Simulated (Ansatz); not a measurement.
Input

```
crystal:
  periodic: [false, false, false]
  atoms:
    - { symbol: Si, position_ang: [0.09866, -0.015518, 0.104131] }
    - { symbol: H, position_ang: [0.767242, -0.208635, 1.385121] }
    - { symbol: H, position_ang: [1.468375, 0.162479, -0.359113] }
    - { symbol: H, position_ang: [-0.705231, 1.239862, 0.04806] }
    - { symbol: C, position_ang: [-0.802516, -1.514052, -0.569976] }
    - { symbol: H, position_ang: [-1.687432, -1.750634, 0.045421] }
    - { symbol: H, position_ang: [-1.151125, -1.340603, -1.598428] }
    - { symbol: H, position_ang: [-0.140574, -2.3929, -0.576415] }
basis:
  gaussian: { orbitals: def2-SVP }
hamiltonian:
  xc: pbe0
  dispersion: d4
relax:
  f_tol: 0.03
  max_steps: 50
output:
  orbitals: {}
```

Run with:

```sh
ansatz run input.yaml --threads 1 --pin off --max-ram 2048MiB --backend cpu --events-out ev --progress --plain --runs-dir out
```

The fields are those of the run's last geometry, not of the input's.

The calculation used Ansatz 0.2.0, RKS PBE0-D4/def2-SVP.

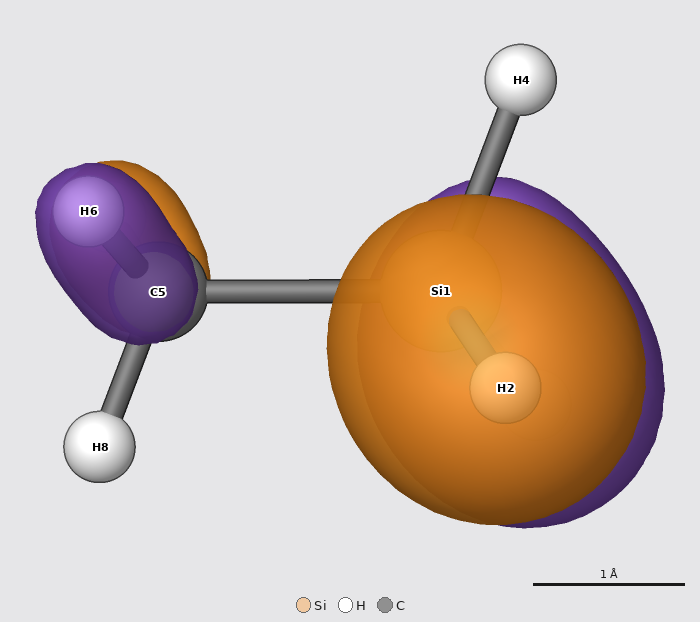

CH6Si. The HOMO−1 at ±0.15 Å⁻³ᐟ² (orange and purple are the two phases), seen across its widest extent.

Q: What is the character of this orbital?

A: By Hirshfeld shares it lies mainly on Si1 (about 40 %), H2 (about 25 %) and H3 (about 25 %). It is one of a degenerate set, so its orientation is arbitrary. Its energy is −9.30 eV.
